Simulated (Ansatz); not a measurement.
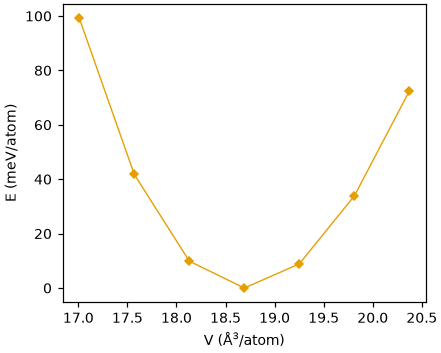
Figure: ZrPt in space group Cmcm (No. 63; Zr on 4c, Pt on 4c) under volume change, DFT-PBEsol in the program Ansatz with PAW potentials, shape and atoms relaxed at each volume.

What does a third-order Birch–Murnaghan fit give for V₀, B₀ and B′?

V₀ = 18.69 Å³/atom, B₀ = 178 GPa, B′ = 4.1.

The workflow started from a Materials Project entry (that database holds measured and hypothetical structures alike); the Crystallography Open Database copy checked does not list it. COD files the formula under space group No. 221, so this cell is another polymorph or a model. Whether it is the stable phase at ambient conditions was not checked. The PBEsol relaxation kept the symmetry of its start; of distortions, only those at the zone centre were tested. No spin polarisation was allowed. Spin–orbit coupling is left out wherever it is not named.

Potentials: the later of the program's two PAW sets.
